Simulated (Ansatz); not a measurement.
**LuAg4: a short molecular-dynamics run**

A trajectory of LuAg4, a randomly packed cell with 5 atoms that was not relaxed first: 30 steps of 0.5 fs at constant energy, with velocities drawn for 300 K.

All numbers below are computed with Ansatz 0.2.0 (DFT PBE, plane waves, PAW, scalar-relativistic, no spin polarisation).

## Step 1: The structure to begin with

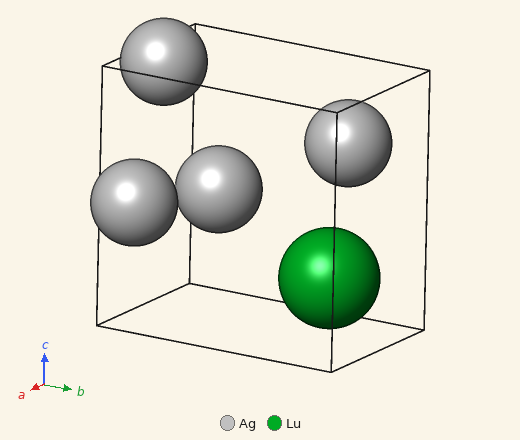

The starting structure, seen slightly off an axis (silver light grey, lutetium green). Each atom of the cell is drawn once.

As a file:

```
CELL_PARAMETERS angstrom
4.85730 0.10600 -0.21510
0.52111 4.66749 -0.63805
-0.10410 0.12999 4.63890
ATOMIC_POSITIONS crystal
Ag 0.67345 0.12020 0.97186
Ag 0.43710 0.27333 0.46981
Ag 0.34398 0.78242 0.72357
Ag 0.95764 0.11909 0.47560
Lu 0.99553 0.57916 0.11089
```

## Step 2: Dynamics

Input file input.yaml:

```yaml
crystal:
  lattice:
    - [4.857296, 0.105997, -0.215105]
    - [0.521113, 4.667487, -0.638054]
    - [-0.1041, 0.129993, 4.638901]
  atoms:
    - { symbol: Ag, position: [0.673454, 0.120197, 0.971865] }
    - { symbol: Ag, position: [0.437095, 0.273328, 0.469814] }
    - { symbol: Ag, position: [0.343979, 0.782418, 0.723568] }
    - { symbol: Ag, position: [0.957637, 0.119087, 0.475599] }
    - { symbol: Lu, position: [0.995531, 0.579158, 0.110889] }
kpoints:
  mp_grid: { grid: [3, 3, 3] }
magnetization:
  spin_polarized: false
scf:
  occupations: { method: fermi_dirac, width: 0.1 }
hamiltonian:
  pseudopotentials: { kind: paw }
  xc: pbe
basis:
  ecutwfc: 420
md:
  timestep: 0.5
  n_steps: 30
  ensemble: nve
  temperature: 300.0
  initial_velocities: maxwell_boltzmann
  seed: 398028
```

On the command line:

```sh
$ ansatz run input.yaml --threads 2 --pin off --max-ram 2560MiB --backend cpu --events-out ev --progress --plain --runs-dir out
```

Q: Predict the outcome of this session. Wanted: temperature, first and last step; temperature, second half; potential energy, second half; largest change of the total energy; mean square displacement, second half.

**Answer**, as computed:

| quantity | value |
| --- | --- |
| length | 30 steps of 0.5 fs |
| temperature, first and last step | 300 and 322 K |
| temperature, second half | mean 318 K, from 314 to 322 K |
| potential energy, second half | -2 meV/atom from the start |
| largest change of the total energy | 0.00 meV/atom |
| mean square displacement, second half | Ag 0.001, Lu 0.000 Å² |

**Reading.** The temperature starts at 300 K and averages 318 K in the second half, where it still rises, from 314 to 322 K; the start was no minimum (force components up to 0.5 eV/Å), and the potential energy that it sheds (2 meV/atom) turns into motion. The total energy strays from its start by at most 0.00 meV/atom, under 0.1 % of the mean kinetic energy, so a step of 0.5 fs is short enough over this time. Over the second half Ag atoms stand 0.0 Å (root mean square) from where they began, and the farthest move is 0.0 Å. Averages from a run of 15 fs with 5 atoms are rough. The k-mesh is coarse.
